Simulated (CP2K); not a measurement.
# BF (SMILES [B]F): GFN1-xTB

Aim: the energy change on altering one bond length of BF at GFN1-xTB, from 2 runs. 

The calculation is run with CP2K 2026.2.

### 1 The structure to begin with

The species is BF (2 atoms), meant as a singlet with charge 0. As SMILES, `[B]F`. The shape is that of a PBE0-D4/def2-TZVP optimisation.

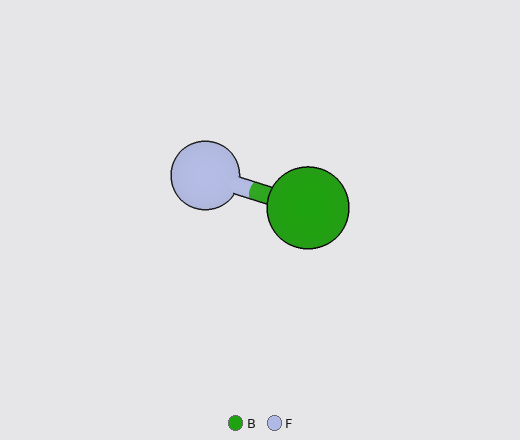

Viewed from a chosen angle; boron green, fluorine light blue.

### 2 A single-point energy at GFN1-xTB

The input, qs.inp:

```
&GLOBAL
  PROJECT qs
  RUN_TYPE ENERGY
  PRINT_LEVEL MEDIUM
&END GLOBAL

&FORCE_EVAL
  METHOD QS
  &DFT
    ! Quickstep
    &QS
      METHOD XTB
      EPS_DEFAULT 1.0E-10
      &XTB
        GFN_TYPE TBLITE
        &TBLITE
          METHOD GFN1
        &END TBLITE
        CHECK_ATOMIC_CHARGES F
      &END XTB
    &END QS
    ! cluster boundary conditions
    &POISSON
      PERIODIC NONE
      POISSON_SOLVER ANALYTIC
    &END POISSON
    ! self-consistent field
    &SCF
      SCF_GUESS ATOMIC
      EPS_SCF 1.0E-06
      MAX_SCF 150
      ADDED_MOS 2
      &DIAGONALIZATION
        ALGORITHM STANDARD
      &END DIAGONALIZATION
      &MIXING
        METHOD DIRECT_P_MIXING
        ALPHA 0.4
      &END MIXING
    &END SCF
    &PRINT
      &MOMENTS
        PERIODIC F
        REFERENCE COM
        MAX_MOMENT 1
      &END MOMENTS
      &MO ON
        ENERGIES T
        OCCUPATION_NUMBERS T
        NDIGITS 6
        &EACH
          QS_SCF 0
        &END EACH
        ADD_LAST NUMERIC
      &END MO
      &HIRSHFELD OFF
      &END HIRSHFELD
    &END PRINT
  &END DFT
  &SUBSYS
    &CELL
      ABC 8 8 9.3
      PERIODIC NONE
    &END CELL
    &COORD
      B      0.000000     0.000000    -0.009350
      F      0.000000     0.000000     1.253740
    &END COORD
    &TOPOLOGY
      &CENTER_COORDINATES
      &END CENTER_COORDINATES
    &END TOPOLOGY
  &END SUBSYS
&END FORCE_EVAL
```

Run with:

```console
$ OMP_NUM_THREADS=1 cp2k.psmp -i qs.inp > qs.out 2>&1
```

What it wrote:

```text
CP2K| version string:                                       CP2K version 2026.2
[...]
 GLOBAL| Method name                                                        CP2K
[...]
 GLOBAL| Run type                                                         ENERGY
[...]
                             - Atoms:                                          2
[...]
                             - Spherical basis functions:                      8
[...]
 Number of electrons:                                                         10
[...]
  *** SCF run converged in     8 steps ***
[...]
  Fermi energy:                                                -0.26975432195193
[...]
 TB_DIPOLE| Moment [Debye]          0.00000000       0.00000000      -1.26436589
 TB_DIPOLE| Derivative [a.u.]       0.00000000       0.00000000       0.00000000
[...]
 ENERGY| Total FORCE_EVAL ( QS ) energy [hartree]             -6.502394964195952
[...]
```

Run time: 0.22 s. Hardware: 1 thread of Arm Neoverse V2, shared host.

### 3 The distorted shape

The input, mol.inp:

```
&GLOBAL
  PROJECT mol
  RUN_TYPE ENERGY
  PRINT_LEVEL MEDIUM
&END GLOBAL

&FORCE_EVAL
  METHOD Quickstep
  &DFT
    &QS
      METHOD XTB
      EPS_DEFAULT 1.0E-10
      &XTB
        GFN_TYPE TBLITE
        &TBLITE
          METHOD GFN1
        &END TBLITE
        CHECK_ATOMIC_CHARGES F
      &END XTB
    &END QS
    &POISSON
      PERIODIC NONE
      POISSON_SOLVER ANALYTIC
    &END POISSON
    &SCF
      SCF_GUESS ATOMIC
      EPS_SCF 1.0E-06
      MAX_SCF 150
      ADDED_MOS 2
      &DIAGONALIZATION
        ALGORITHM STANDARD
      &END DIAGONALIZATION
      &MIXING
        METHOD DIRECT_P_MIXING
        ALPHA 0.4
      &END MIXING
    &END SCF
    &PRINT
      &MOMENTS
        PERIODIC F
        REFERENCE COM
        MAX_MOMENT 1
      &END MOMENTS
      &MO ON
        ENERGIES T
        OCCUPATION_NUMBERS T
        NDIGITS 6
        &EACH
          QS_SCF 0
        &END EACH
        ADD_LAST NUMERIC
      &END MO
      &HIRSHFELD OFF
      &END HIRSHFELD
    &END PRINT
  &END DFT
  &SUBSYS
    &CELL
      ABC 8 8 9.5
      PERIODIC NONE
    &END CELL
    &COORD
      B      0.000000     0.000000    -0.198860
      F      0.000000     0.000000     1.253740
    &END COORD
    &TOPOLOGY
      &CENTER_COORDINATES
      &END CENTER_COORDINATES
    &END TOPOLOGY
  &END SUBSYS
&END FORCE_EVAL
```

Run with:

```console
$ OMP_NUM_THREADS=1 cp2k.psmp -i mol.inp > mol.out 2>&1
```

What it wrote:

```text
CP2K| version string:                                       CP2K version 2026.2
[...]
 GLOBAL| Method name                                                        CP2K
[...]
 GLOBAL| Run type                                                         ENERGY
[...]
                             - Atoms:                                          2
[...]
                             - Spherical basis functions:                      8
[...]
 Number of electrons:                                                         10
[...]
  *** SCF run converged in    11 steps ***
[...]
  Fermi energy:                                                -0.31205847797329
[...]
 TB_DIPOLE| Moment [Debye]          0.00000000       0.00000000      -2.01015538
 TB_DIPOLE| Derivative [a.u.]       0.00000000       0.00000000       0.00000000
[...]
 ENERGY| Total FORCE_EVAL ( QS ) energy [hartree]             -6.493270458540490
[...]
```

Run time: 0.22 s. Hardware: 1 thread of Arm Neoverse V2, shared host.

### 4 Outcome

Level: GFN1-xTB.

| quantity | value |
| --- | --- |
| first shape: total energy | -6.50239 Eh |
| first shape: dipole moment (from atomic charges alone) | 1.26 D |
| first shape: HOMO energy | -11.00 eV |
| first shape: LUMO energy | -6.41 eV |
| first shape: HOMO–LUMO gap | 4.59 eV |
| first shape: dispersion energy | -0.32 kJ/mol |
| distorted shape: total energy | -6.49327 Eh |
| distorted shape: dipole moment (from atomic charges alone) | 2.01 D |
| distorted shape: HOMO energy | -11.75 eV |
| distorted shape: LUMO energy | -7.56 eV |
| distorted shape: HOMO–LUMO gap | 4.19 eV |
| distorted shape: dispersion energy | -0.32 kJ/mol |
| energy change with the B1–F2 bond stretched from 1.263 to 1.453 Å | 0.248 eV |

With the B1–F2 bond stretched from 1.263 to 1.453 Å the energy rises by 0.25 eV (24.0 kJ/mol). The first shape isn't relaxed at this level, so the change isn't measured from a minimum. The dipole (first shape) comes from point charges on the atoms alone, without atomic dipoles, so it is partial. The dipole (distorted shape) comes from point charges on the atoms alone, without atomic dipoles, so it is partial.
